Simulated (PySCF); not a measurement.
```xyz
12

C     0.3575   -0.0622   -0.5535
Si    1.3787   -1.6922   -0.5721
O    -0.4926   -0.0224    0.4864
Si   -1.7652    1.0933    0.7085
F     1.1788    1.0223   -0.5315
Cl   -0.5633    0.0516   -2.1419
H     2.3012   -1.6558   -1.7395
H     0.4236   -2.8286   -0.6736
H     2.1491   -1.7589    0.7025
H    -1.9380    1.1456    2.1828
H    -2.9984    0.5754    0.0591
H    -1.3900    2.4254    0.1640
```

Geometry: PBE0-D3(BJ)/def2-SVP.

Computed with PBE0/pcSseg-1, SCF density, gas phase, non-relativistic in PySCF 2.14.0.

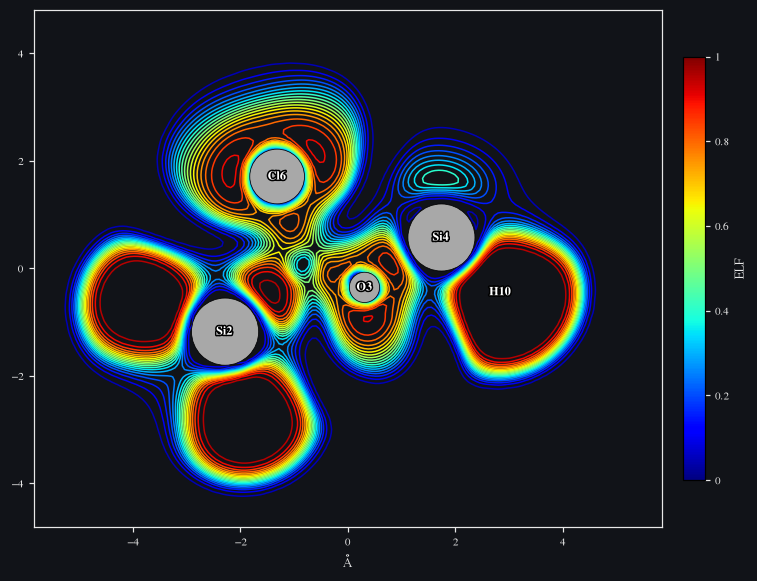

CH$_{6}$ClFOSi$_{2}$ (SMILES FC([SiH3])(Cl)O[SiH3]). ELF on the plane of atoms O3, Si4 and H10. Grey discs cover the atomic cores.

Question: Interpret the plot.

Answer:
- The section cuts through Si, O, Cl and H sites.
- Si–O (1.71 Å): the ELF peaks at about 0.85 between the atoms; a shared but strongly polarised pair.
- Si–H (1.49 Å): the ELF climbs to about 1 towards the hydrogen, as it does in any bond to H.
- The ELF also peaks beside O3 and Cl6, away from the bonds: lone-pair regions.
